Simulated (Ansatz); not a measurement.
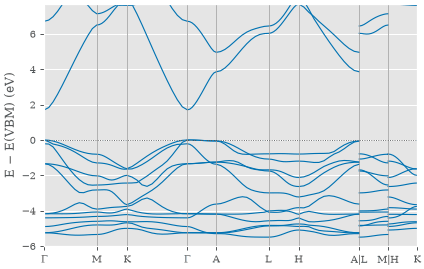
*Band structure from plane-wave PAW PBEsol (Ansatz code)*

**Question.** Read off the gap and where the band edges lie.

**Answer.** About 1.7 eV (1.70 eV by a search for the band edges); maximum at Γ, minimum at Γ.

The material is MgZnO₂ in space group P3m1 (No. 156; Mg on 1b, Zn on 1c, O on 1b, O on 1c).

The workflow started from a Materials Project entry (that database holds measured and hypothetical structures alike); the Crystallography Open Database copy checked does not list it. With Mg and Zn taken as one species the cell has the higher symmetry P6_3mc, so it may be an ordered model of a mixed-site phase. Its standing as an ambient phase is unchecked. The cell was relaxed with PBEsol under the symmetry of its start; of distortions, only those at the zone centre were tested.

Potentials: the later of the program's two PAW sets.
